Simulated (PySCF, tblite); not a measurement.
# C₆H₈F₂O: a rotation path, then NMR shifts on frames, part 2 of 2

tblite 0.8.0 and PySCF 2.14.0. Atoms count from 0. The steps go on from the part before.

## (5) Shielding tensors: image 4, PBE0/pcSseg-1

The job: settings as JSON, then the geometry in Å.

```
{"job": {"kind": "nmr", "xc": "PBE0", "basis": "pcSseg-1", "pop": false}, "charge": 0, "multiplicity": 1}
F     -2.357800     0.882000    -0.971700
C     -1.603500     1.337400     0.081800
C     -0.470400     0.355300     0.442300
C      0.886500     0.990100     0.294500
C      1.930400     0.306300    -0.148600
O      1.922100    -1.016300    -0.502200
C      0.755000    -1.703800    -0.240400
F      0.779600    -2.137300     1.076900
C     -0.508800    -0.884300    -0.458600
H     -1.202400     2.306200    -0.231600
H     -2.300000     1.477000     0.913200
H     -0.602900     0.035600     1.483700
H      0.995900     2.028500     0.557100
H      2.914800     0.725000    -0.286400
H      0.776000    -2.614200    -0.854100
H     -1.383000    -1.497500    -0.244100
H     -0.538500    -0.578200    -1.505200
```

With the program's defaults for keys left out, this is: GIAO PBE0/pcSseg-1 NMR shielding, non-relativistic, gas phase.

The program printed:

```text
coarse grid: 14736 points
cycle   1  E = -507.5539897369  dE =  1.390e+00  |g| = 7.833e-01  |ddm| = 3.668e+00
cycle   2  E = -507.4834407620  dE =  7.055e-02  |g| = 1.060e+00  |ddm| = 1.218e+00
cycle   3  E = -507.6581751117  dE = -1.747e-01  |g| = 7.656e-02  |ddm| = 7.318e-01
cycle   4  E = -507.6589710627  dE = -7.960e-04  |g| = 4.060e-02  |ddm| = 8.198e-02
cycle   5  E = -507.6593276350  dE = -3.566e-04  |g| = 1.264e-02  |ddm| = 4.383e-02
cycle   6  E = -507.6593599037  dE = -3.227e-05  |g| = 5.497e-03  |ddm| = 1.439e-02
cycle   7  E = -507.6593663303  dE = -6.427e-06  |g| = 6.493e-04  |ddm| = 4.480e-03
final grid: 144640 points
cycle   8  E = -507.7376677363  dE = -5.099e-05  |g| = 1.151e-02  |ddm| = 3.477e-02
cycle   9  E = -507.7376392138  dE =  2.852e-05  |g| = 1.711e-02  |ddm| = 2.028e-02
cycle  10  E = -507.7376932290  dE = -5.402e-05  |g| = 1.859e-03  |ddm| = 1.267e-02
cycle  11  E = -507.7376940028  dE = -7.738e-07  |g| = 4.707e-04  |ddm| = 1.951e-03
cycle  12  E = -507.7376940439  dE = -4.113e-08  |g| = 1.702e-04  |ddm| = 4.529e-04
cycle  13  E = -507.7376940493  dE = -5.402e-09  |g| = 2.471e-05  |ddm| = 1.400e-04
cycle  14  E = -507.7376940494  dE = -1.145e-10  |g| = 7.874e-06  |ddm| = 2.918e-05
converged SCF energy = -507.7376940494

GIAO shielding tensors (ppm)
atom      isotropic    diamagn.    paramagn.     s11        s22        s33       span
  0 F      428.955     473.060     -44.104    380.464    404.079    502.323    121.859
  1 C       97.545     238.836    -141.291     59.828     84.868    147.940     88.112
  2 C      158.588     247.664     -89.076    144.551    151.523    179.688     35.137
  3 C       73.869     258.105    -184.237    -25.805     94.551    152.860    178.666
  4 C       39.145     247.776    -208.631    -63.519     70.560    110.396    173.915
  5 O      177.850     395.302    -217.452     96.491    115.544    321.514    225.023
  6 C       78.299     242.287    -163.989     53.583     74.896    106.416     52.833
  7 F      316.717     476.523    -159.806    199.226    347.255    403.669    204.443
  8 C      157.848     248.888     -91.040    142.300    157.349    173.895     31.595
  9 H       27.145      28.572      -1.427     22.293     28.376     30.765      8.471
 10 H       26.513      27.831      -1.318     21.742     27.105     30.693      8.951
 11 H       28.614      31.217      -2.603     24.303     27.302     34.237      9.934
 12 H       26.956      32.115      -5.158     24.882     26.919     29.068      4.186
 13 H       25.211      28.832      -3.621     21.953     25.767     27.912      5.959
 14 H       25.570      28.085      -2.515     22.779     23.766     30.166      7.387
 15 H       29.658      30.666      -1.008     25.452     28.424     35.099      9.647
 16 H       29.948      31.301      -1.353     25.323     29.416     35.106      9.783
```

Wall time 79 s (1 thread, shared host).

Key values: δ C4 147.8, C3 113.1, C6 108.6, C1 89.4, H13 6.51, H14 6.15 ppm.

## (6) Shielding tensors: image 6, PBE0/pcSseg-1

The job: settings as JSON, then the geometry in Å.

```
{"job": {"kind": "nmr", "xc": "PBE0", "basis": "pcSseg-1", "pop": false}, "charge": 0, "multiplicity": 1}
F     -2.662200     0.688800    -0.511600
C     -1.591600     1.334400     0.056600
C     -0.485900     0.338200     0.434000
C      0.872200     0.982600     0.362500
C      1.932700     0.315300    -0.068400
O      1.940200    -0.991600    -0.475600
C      0.766200    -1.690400    -0.280300
F      0.745200    -2.163900     1.022300
C     -0.489300    -0.862600    -0.518200
H     -1.239300     2.059700    -0.683900
H     -1.979500     1.857800     0.935400
H     -0.667400    -0.023400     1.453900
H      0.967600     2.012400     0.660600
H      2.922800     0.735600    -0.150000
H      0.812600    -2.581900    -0.920000
H     -1.369500    -1.483600    -0.358100
H     -0.481800    -0.515300    -1.552500
```

Level: GIAO PBE0/pcSseg-1 NMR shielding, non-relativistic, gas phase.

The program printed:

```text
coarse grid: 14736 points
cycle   1  E = -507.5586633142  dE =  1.391e+00  |g| = 7.821e-01  |ddm| = 3.663e+00
cycle   2  E = -507.4885912009  dE =  7.007e-02  |g| = 1.059e+00  |ddm| = 1.218e+00
cycle   3  E = -507.6624273526  dE = -1.738e-01  |g| = 7.806e-02  |ddm| = 7.299e-01
cycle   4  E = -507.6632529297  dE = -8.256e-04  |g| = 4.163e-02  |ddm| = 8.400e-02
cycle   5  E = -507.6636297875  dE = -3.769e-04  |g| = 1.283e-02  |ddm| = 4.465e-02
cycle   6  E = -507.6636632634  dE = -3.348e-05  |g| = 5.502e-03  |ddm| = 1.439e-02
cycle   7  E = -507.6636696429  dE = -6.379e-06  |g| = 6.810e-04  |ddm| = 4.452e-03
final grid: 144640 points
cycle   8  E = -507.7413095756  dE = -4.760e-05  |g| = 1.151e-02  |ddm| = 3.185e-02
cycle   9  E = -507.7412806536  dE =  2.892e-05  |g| = 1.718e-02  |ddm| = 2.024e-02
cycle  10  E = -507.7413350022  dE = -5.435e-05  |g| = 1.847e-03  |ddm| = 1.267e-02
cycle  11  E = -507.7413357665  dE = -7.643e-07  |g| = 4.642e-04  |ddm| = 1.918e-03
cycle  12  E = -507.7413358065  dE = -3.997e-08  |g| = 1.659e-04  |ddm| = 4.415e-04
cycle  13  E = -507.7413358116  dE = -5.117e-09  |g| = 2.415e-05  |ddm| = 1.361e-04
cycle  14  E = -507.7413358117  dE = -1.033e-10  |g| = 8.354e-06  |ddm| = 2.806e-05
converged SCF energy = -507.7413358117

GIAO shielding tensors (ppm)
atom      isotropic    diamagn.    paramagn.     s11        s22        s33       span
  0 F      427.070     472.926     -45.856    384.683    412.816    483.711     99.028
  1 C       98.692     240.400    -141.708     59.125     83.442    153.510     94.385
  2 C      158.072     246.854     -88.782    143.812    154.772    175.634     31.822
  3 C       79.391     257.864    -178.474    -21.749     96.793    163.128    184.877
  4 C       38.378     247.667    -209.289    -65.262     69.528    110.869    176.132
  5 O      175.403     395.388    -219.985     94.286    112.166    319.756    225.470
  6 C       78.464     242.413    -163.949     53.669     75.072    106.651     52.981
  7 F      317.853     476.492    -158.639    200.190    348.470    404.899    204.708
  8 C      156.206     249.402     -93.196    138.887    157.477    172.252     33.365
  9 H       27.368      28.880      -1.512     22.334     28.865     30.903      8.570
 10 H       26.513      28.063      -1.550     22.018     27.044     30.478      8.460
 11 H       28.492      30.971      -2.479     24.171     27.308     33.997      9.826
 12 H       27.113      31.883      -4.770     24.861     26.959     29.517      4.656
 13 H       25.181      28.797      -3.616     21.907     25.728     27.909      6.002
 14 H       25.550      28.112      -2.561     22.744     23.724     30.182      7.438
 15 H       29.423      30.757      -1.334     24.992     28.795     34.482      9.489
 16 H       30.322      31.523      -1.201     26.238     29.097     35.630      9.392
```

Wall time 82 s (1 thread, shared host).

Key values: δ C4 148.5, C6 108.5, C3 107.5, C1 88.2, H13 6.54, H14 6.17 ppm.

## (7) Shielding tensors: image 8, PBE0/pcSseg-1

The job: settings as JSON, then the geometry in Å.

```
{"job": {"kind": "nmr", "xc": "PBE0", "basis": "pcSseg-1", "pop": false}, "charge": 0, "multiplicity": 1}
F     -2.825500     0.739300     0.056300
C     -1.585800     1.328200     0.026700
C     -0.505500     0.318100     0.403500
C      0.847200     0.972200     0.418700
C      1.929400     0.327100     0.012000
O      1.958800    -0.963600    -0.445500
C      0.784900    -1.679200    -0.317400
F      0.713200    -2.190600     0.967900
C     -0.469600    -0.855100    -0.581600
H     -1.440200     1.710100    -0.989700
H     -1.613000     2.159200     0.738900
H     -0.738200    -0.069700     1.404000
H      0.922200     1.984200     0.777800
H      2.918600     0.756200    -0.008200
H      0.868900    -2.550900    -0.980200
H     -1.350400    -1.485900    -0.468100
H     -0.421900    -0.487600    -1.608500
```

With the program's defaults for keys left out, this is: GIAO PBE0/pcSseg-1 NMR shielding, non-relativistic, gas phase.

The program printed:

```text
coarse grid: 14736 points
cycle   1  E = -507.5628495045  dE =  1.393e+00  |g| = 7.825e-01  |ddm| = 3.662e+00
cycle   2  E = -507.4931884005  dE =  6.966e-02  |g| = 1.058e+00  |ddm| = 1.242e+00
cycle   3  E = -507.6668113747  dE = -1.736e-01  |g| = 7.896e-02  |ddm| = 7.462e-01
cycle   4  E = -507.6676609523  dE = -8.496e-04  |g| = 4.184e-02  |ddm| = 8.481e-02
cycle   5  E = -507.6680418174  dE = -3.809e-04  |g| = 1.283e-02  |ddm| = 4.492e-02
cycle   6  E = -507.6680752907  dE = -3.347e-05  |g| = 5.519e-03  |ddm| = 1.446e-02
cycle   7  E = -507.6680816992  dE = -6.409e-06  |g| = 7.005e-04  |ddm| = 4.473e-03
final grid: 144640 points
cycle   8  E = -507.7451017952  dE = -4.664e-05  |g| = 1.174e-02  |ddm| = 3.269e-02
cycle   9  E = -507.7450710846  dE =  3.071e-05  |g| = 1.761e-02  |ddm| = 2.083e-02
cycle  10  E = -507.7451281636  dE = -5.708e-05  |g| = 1.871e-03  |ddm| = 1.314e-02
cycle  11  E = -507.7451289514  dE = -7.877e-07  |g| = 4.513e-04  |ddm| = 1.918e-03
cycle  12  E = -507.7451289887  dE = -3.730e-08  |g| = 1.664e-04  |ddm| = 4.368e-04
cycle  13  E = -507.7451289938  dE = -5.155e-09  |g| = 2.414e-05  |ddm| = 1.401e-04
cycle  14  E = -507.7451289939  dE = -1.000e-10  |g| = 8.713e-06  |ddm| = 2.842e-05
converged SCF energy = -507.7451289939

GIAO shielding tensors (ppm)
atom      isotropic    diamagn.    paramagn.     s11        s22        s33       span
  0 F      421.542     471.882     -50.340    383.527    422.562    458.538     75.011
  1 C       96.041     241.910    -145.869     58.577     82.145    147.401     88.824
  2 C      155.639     245.887     -90.248    137.214    160.380    169.322     32.108
  3 C       81.682     258.148    -176.466    -16.567     99.205    162.408    178.975
  4 C       36.356     247.906    -211.549    -69.947     68.858    110.158    180.106
  5 O      174.301     395.434    -221.133     93.145    110.593    319.165    226.019
  6 C       78.921     242.254    -163.333     53.876     75.143    107.744     53.869
  7 F      315.626     476.528    -160.902    199.752    347.087    400.040    200.288
  8 C      152.936     249.727     -96.791    130.406    155.868    172.535     42.129
  9 H       27.374      29.126      -1.752     23.178     28.637     30.308      7.130
 10 H       26.784      28.564      -1.780     22.081     27.910     30.360      8.279
 11 H       28.656      30.719      -2.064     24.972     27.195     33.801      8.829
 12 H       27.117      32.097      -4.980     24.742     27.114     29.496      4.754
 13 H       25.109      28.826      -3.717     21.864     25.508     27.956      6.091
 14 H       25.549      28.063      -2.514     22.685     23.749     30.213      7.528
 15 H       29.219      30.633      -1.414     25.179     28.474     34.004      8.824
 16 H       30.553      31.677      -1.124     26.715     28.915     36.028      9.314
```

Wall time 80 s (1 thread, shared host).

In short: δ C4 150.6, C6 108.0, C3 105.2, C1 90.9, H13 6.61, H14 6.17 ppm.

## (8) Comparing the runs: NMR shifts

Shifts (ppm) of some atoms, chosen among heavy atoms and hydrogens apart, with basis size and wall time:

```
  frame     C3    C2    C8   H11   H16      F0     O5  functions  time
image 0  110.7  32.3  31.0  2.53  1.97  -260.5  156.0        193  81 s
image 2  113.7  30.8  29.0  2.72  1.99  -258.7  157.3        193  80 s
image 4  113.1  28.3  29.1  3.10  1.77  -258.0  158.2        193  79 s
image 6  107.5  28.9  30.7  3.22  1.40  -256.1  160.7        193  82 s
image 8  105.2  31.3  34.0  3.06  1.16  -250.6  161.8        193  80 s
```

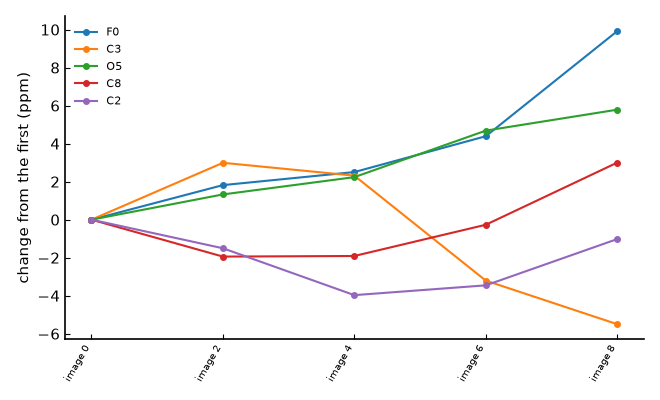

How five of the tabulated atoms move from run to run.

## (9) Results

What follows sums up all 2 parts.

```
                                         quantity                                               value
                                          barrier                  0.132 eV (3.0 kcal/mol) at image 4
                            end to end (GFN2-xTB)                                           -0.004 eV
  ¹³C shifts against TMS (PBE0/pcSseg-1, image 0)           150.4, 110.7, 108.6, 88.2, 32.3, 31.0 ppm
   ¹H shifts against TMS (PBE0/pcSseg-1, image 0)  6.65, 6.18, 5.08, 4.86, 4.68, 2.53, 1.97, 1.83 ppm
¹⁹F shifts against CFCl3 (PBE0/pcSseg-1, image 0)                                  -145.0, -260.5 ppm
  ¹⁷O shifts against H2O (PBE0/pcSseg-1, image 0)                                           156.0 ppm
                         range of the shift of F0                                -260.5 to -250.6 ppm
```

What this shows: Along the band the dihedral turns by 121°, and the top (dihedral 119°) lies 3.0 kcal/mol above the start (GFN2-xTB, rough), so at room temperature this motion is fast. The top was not checked by a frequency run. Shifts at one fixed geometry are not the observed spectrum, which averages over the motion. In the first frame run (image 0): Shielding is most anisotropic at O5 (span 224 ppm, paramagnetic term -215 ppm). In ppm, F0 moves most: its shift spreads over 9.9 ppm, from -260.5 (image 0) to -250.6 (image 8).
